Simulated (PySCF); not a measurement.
# C6H10FN: NMR shielding calculation

System: C6H10FN.
Method: GIAO PBE0/pcSseg-1 NMR shielding, non-relativistic, gas phase (PySCF 2.14.0).

The geometry comes from this level: GFN2-xTB, MD frame at 250 fs, 300 K. It belongs to a series of runs on one base structure; here: MD frame at 250 fs, 300 K. Figures and captions count atoms from 1; the log counts them from 0 in places.

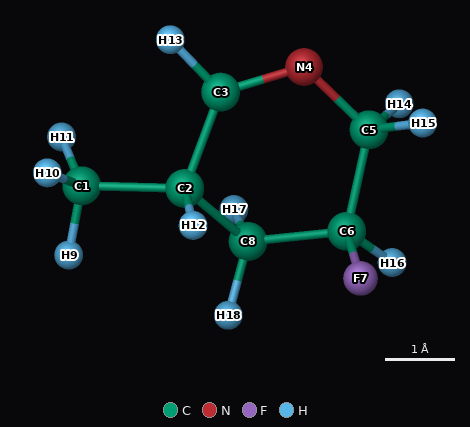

Fig. 1: The structure (ball-and-stick view, seen at a tilt; atoms are numbered from 1 in the order of the input).

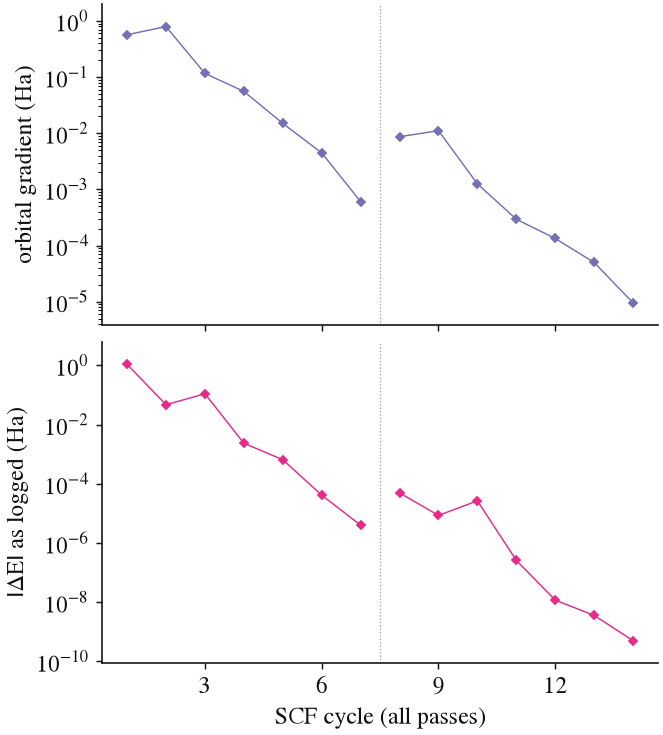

Fig. 2: Convergence of the self-consistent field: orbital gradient and size of the energy change against the SCF cycle. The dotted line marks the change from a coarse to the final integration grid. The first 7 cycles use a coarse grid, the final grid takes over at cycle 8, and the field converges after 14 cycles in all.

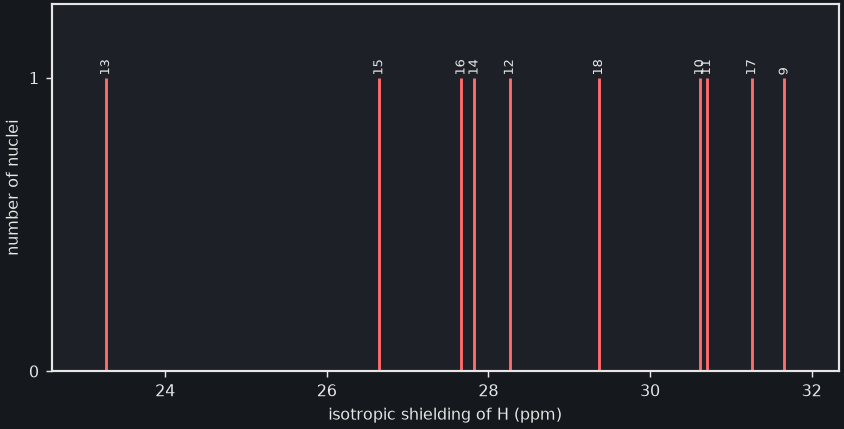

Fig. 3: Isotropic shieldings of the hydrogen nuclei in this fixed geometry, labelled by atom number; shielding grows to the right, so chemical shift grows to the left. The least shielded is H13 (23.3 ppm), the most shielded H9 (31.7 ppm).

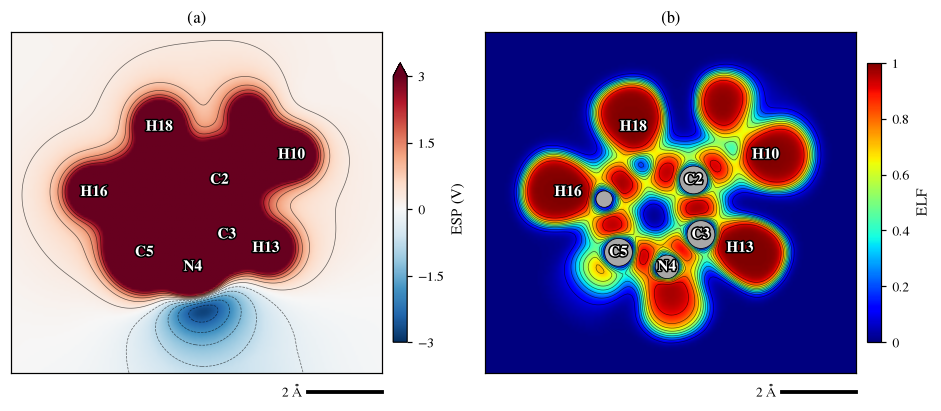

Fig. 4: (a) molecular electrostatic potential; (b) electron localisation function on the plane of atoms N4, C3 and H13. Grey discs, where drawn, cover atomic cores. C–N (1.27 Å): the ELF peaks at about 0.90 between the atoms (a double or triple bond).

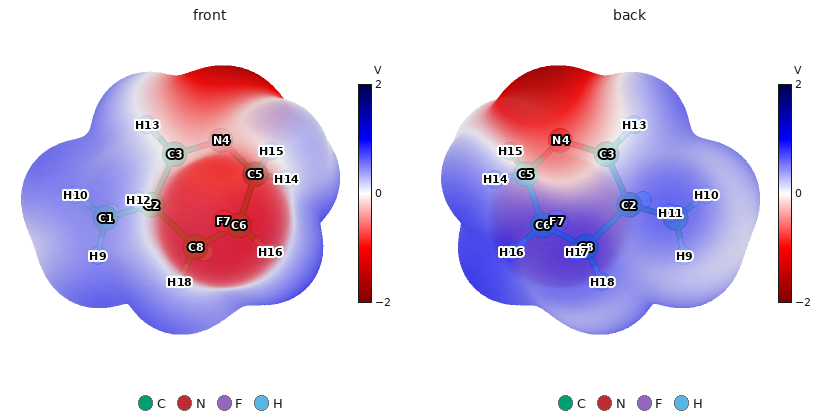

Fig. 5: The molecular electrostatic potential painted on the density surface at 0.001 e/bohr³, seen at a tilt and from behind; red is negative and blue positive.

The input and output of the run follow.

## The input
```
{"job": {"kind": "nmr", "xc": "PBE0", "basis": "pcSseg-1", "pop": false}, "charge": 0, "multiplicity": 1}
C      2.269800     0.093200     0.490700
C      0.735900    -0.010700     0.612400
C      0.338600    -1.433000     0.889900
N     -0.783200    -1.958000     0.602300
C     -1.727200    -1.222500    -0.075400
C     -1.536200     0.253500    -0.359600
F     -2.014100     1.036800     0.699300
C     -0.062000     0.519500    -0.642200
H      2.392600     1.081700     0.158800
H      2.616100     0.073000     1.496700
H      2.764300    -0.654900    -0.126100
H      0.387100     0.614200     1.503500
H      1.061000    -2.047300     1.504200
H     -1.958100    -1.749400    -0.988000
H     -2.616800    -1.327400     0.581800
H     -2.106000     0.541000    -1.206300
H      0.348300    -0.015200    -1.447100
H      0.102600     1.614500    -0.702900
```

The first line tells a small driver script what to run in PySCF; the rest is the geometry in Å.

Run as:
```bash
OMP_NUM_THREADS=1 python <driver script> task.json out
```

## Output
```
coarse grid: 14864 points
cycle   1  E = -388.6107056005  dE =  1.090e+00  |g| = 5.685e-01  |ddm| = 3.720e+00
cycle   2  E = -388.5637526194  dE =  4.695e-02  |g| = 7.950e-01  |ddm| = 1.089e+00
cycle   3  E = -388.6741100672  dE = -1.104e-01  |g| = 1.163e-01  |ddm| = 6.411e-01
cycle   4  E = -388.6764619019  dE = -2.352e-03  |g| = 5.570e-02  |ddm| = 1.212e-01
cycle   5  E = -388.6771129849  dE = -6.511e-04  |g| = 1.499e-02  |ddm| = 5.662e-02
cycle   6  E = -388.6771543248  dE = -4.134e-05  |g| = 4.467e-03  |ddm| = 1.385e-02
cycle   7  E = -388.6771583158  dE = -3.991e-06  |g| = 6.057e-04  |ddm| = 3.833e-03
final grid: 143568 points
cycle   8  E = -388.7314951850  dE = -4.914e-05  |g| = 8.677e-03  |ddm| = 3.195e-02
cycle   9  E = -388.7314866343  dE =  8.551e-06  |g| = 1.111e-02  |ddm| = 1.712e-02
cycle  10  E = -388.7315131898  dE = -2.656e-05  |g| = 1.256e-03  |ddm| = 9.129e-03
cycle  11  E = -388.7315134481  dE = -2.584e-07  |g| = 2.939e-04  |ddm| = 1.113e-03
cycle  12  E = -388.7315134599  dE = -1.173e-08  |g| = 1.335e-04  |ddm| = 3.137e-04
cycle  13  E = -388.7315134634  dE = -3.569e-09  |g| = 4.986e-05  |ddm| = 1.428e-04
cycle  14  E = -388.7315134639  dE = -5.007e-10  |g| = 9.494e-06  |ddm| = 4.114e-05
converged SCF energy = -388.7315134639

GIAO shielding tensors (ppm)
atom      isotropic    diamagn.    paramagn.     s11        s22        s33       span
  0 C      172.129     247.227     -75.099    161.262    165.670    189.455     28.193
  1 C      149.945     252.537    -102.592    133.272    149.388    167.176     33.904
  2 C       10.851     252.818    -241.967    -99.724     24.274    108.002    207.725
  3 N      -97.634     328.722    -426.357   -449.688   -125.932    282.717    732.405
  4 C      130.429     244.333    -113.904    115.270    131.178    144.840     29.570
  5 C      100.946     245.039    -144.093     58.727     83.266    160.844    102.117
  6 F      377.185     475.935     -98.750    297.733    396.285    437.537    139.804
  7 C      151.896     249.445     -97.549    138.757    153.484    163.449     24.691
  8 H       31.663      31.065       0.598     26.479     30.965     37.543     11.064
  9 H       30.618      30.010       0.608     25.677     28.572     37.604     11.927
 10 H       30.701      29.775       0.926     27.163     28.118     36.821      9.658
 11 H       28.262      32.225      -3.963     23.079     29.154     32.554      9.475
 12 H       23.266      29.133      -5.867     20.642     21.890     27.265      6.624
 13 H       27.825      28.781      -0.956     24.011     26.811     32.652      8.641
 14 H       26.646      27.214      -0.568     22.520     26.307     31.112      8.592
 15 H       27.663      31.073      -3.410     24.333     26.870     31.785      7.451
 16 H       31.260      33.588      -2.328     27.532     30.314     35.934      8.402
 17 H       29.365      31.492      -2.127     25.297     28.551     34.248      8.952
```

## Results in brief

- outcome: converged
- total energy: −388.731513 hartree
- HOMO: −6.93 eV
- LUMO: −0.12 eV
- dipole moment: 2.26 D
- isotropic shielding, C: 10.9 to 172.1 ppm
- isotropic shielding, N: −97.6 ppm
- isotropic shielding, F: 377.2 ppm
- isotropic shielding, H: 23.3 to 31.7 ppm
- hardware: 1 CPU thread, shared host
- wall time: 47 s
- peak memory: 0.91 GiB
